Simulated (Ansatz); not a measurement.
## Convergence study of the k-point mesh for InAs (R3m, 2 atoms in the cell)

```
CELL_PARAMETERS angstrom
      0.00000     3.02091     3.02091
      3.02091     0.00000     3.02091
      3.02091     3.02091     0.00000
ATOMIC_POSITIONS crystal
  In 0.00478 0.00478 0.00478
  As 0.25000 0.25000 0.25000
```

Computed with LDA (PW92), default PAW files made with PBE (plane waves; Ansatz, a program for electronic structure).

Base settings: basis.ecutwfc = 420 eV; kpoints.mp_grid.grid = 7 7 7; hamiltonian.xc = lda; hamiltonian.pseudopotentials = {kind: paw} (the program's default PAW files); scf.occupations.method = fermi_dirac; scf.occupations.width = 0.05 eV.

The second cell is the first with its lattice scaled by 0.98.

Only quantities that move along the ladder and can be compared are tabulated.

The count of work is k-points × plane waves × bands × iterations; it is no time. Core times come from one kind of shared machine, to one figure; runs under 30 s give none.

The starting cell has typed, rounded lattice constants, without a prior relaxation at this level. Its lattice was rescaled by up to half a per cent. One atom was moved a little off its site on purpose. Ansatz's pressure includes its estimate of the finite-basis (Pulay) stress. The run gives no clean gap (levels at the Fermi energy touch, overlap or are partly filled at this smearing), which alone does not show that the compound is a metal.

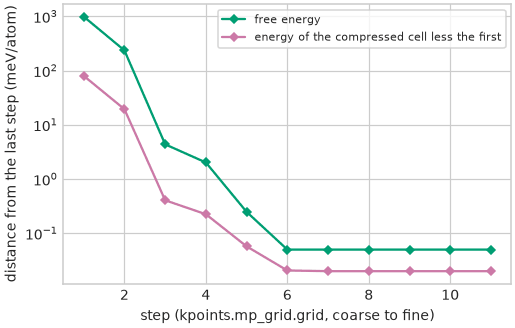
Fig. 1. Distance from the last step along the ladder; very small values are drawn at a floor.

| kpoints.mp_grid.grid | free energy less the last step's (meV/atom) | energy of the compressed cell less the first (meV/atom) | pressure (GPa) | largest difference of a force vector from the last step's (eV/Å) | count of work / last | core time / last (rough) |
|---|---|---|---|---|---|---|
| 2 2 2 | 988.84 | 95.20 | 7.04 | 0.192 | 0.0017 | – |
| 3 3 3 | 235.56 | 34.64 | 1.38 | 0.057 | 0.0019 | – |
| 7 7 7 | 4.36 | 15.65 | -0.38 | 0.004 | 0.014 | – |
| 8 8 8 | 2.02 | 15.47 | -0.39 | 0.002 | 0.020 | – |
| 11 11 11 | 0.25 | 15.30 | -0.41 | 0.001 | 0.046 | – |
| 14 14 14 | 0.03 | 15.27 | -0.41 | 0.000 | 0.090 | – |
| 17 17 17 | 0.00 | 15.25 | -0.41 | 0.000 | 0.15 | – |
| 20 20 20 | 0.00 | 15.25 | -0.41 | 0.000 | 0.24 | – |
| 23 23 23 | 0.00 | 15.25 | -0.41 | 0.000 | 0.36 | 0.4 |
| 25 25 25 | 0.00 | 15.25 | -0.41 | 0.000 | 0.46 | 0.6 |
| 28 28 28 | 0.00 | 15.25 | -0.41 | 0.000 | 0.75 | 0.8 |
| 31 31 31 | 0.00 | 15.25 | -0.41 | 0.000 | 1.0 | 1 |

Coarsest kpoints.mp_grid.grid that holds the pressure within 0.2 GPa of the last step, with all finer ones: 7 7 7, at 0.014 of the last step's count of work; the step before is off by 1.8 GPa.

Coarsest kpoints.mp_grid.grid that holds the forces within 0.01 eV/Å of the last step, with all finer ones: 7 7 7, at 0.014 of the last step's count of work; the step before is off by 0.057 eV/Å.

Coarsest kpoints.mp_grid.grid that holds the free energy within 1 meV/atom of the last step, with all finer ones: 11 11 11, at 0.046 of the last step's count of work; the step before is off by 2.0 meV/atom.

The energy difference between the two cells stays within 1 meV/atom of the last step's from 7 7 7 on, the total only from 11 11 11 on: much of the error is common to both cells and cancels.

Keys are those of Ansatz 0.2.
